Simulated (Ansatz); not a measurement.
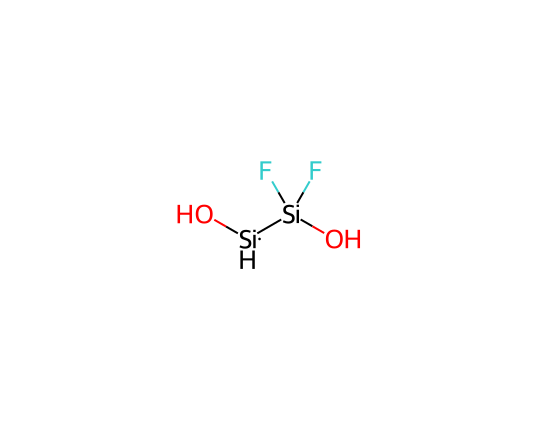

The drawing above gives the connectivity. State: neutral, doublet. Computed geometry: PBE0-D4/def2-TZVP optimisation. No frequency run is at hand to confirm it as a minimum.

Describe the 3D structure.

It has 9 atoms: 2 fluorine, 3 hydrogen, 2 oxygen and 2 silicon (F2H3O2Si2). As SMILES it reads `O[SiH][Si](O)(F)F`. It has no ring. Among its groups: Si–H bond, Si–O bond. The point group is C1. It is an open-shell species. Coordination: 2 O bent; 1 Si trigonal pyramidal; 1 Si tetrahedral.

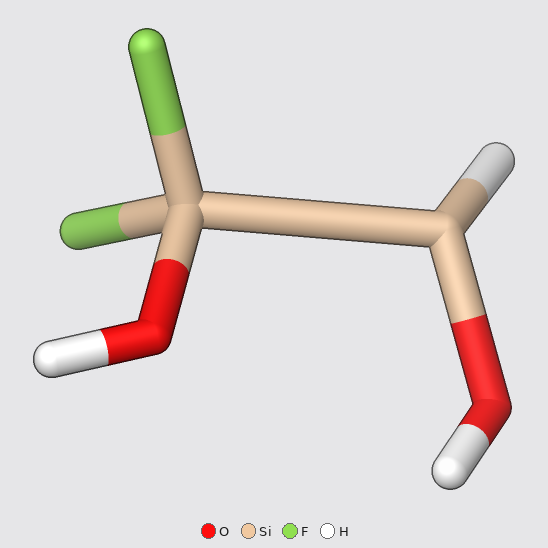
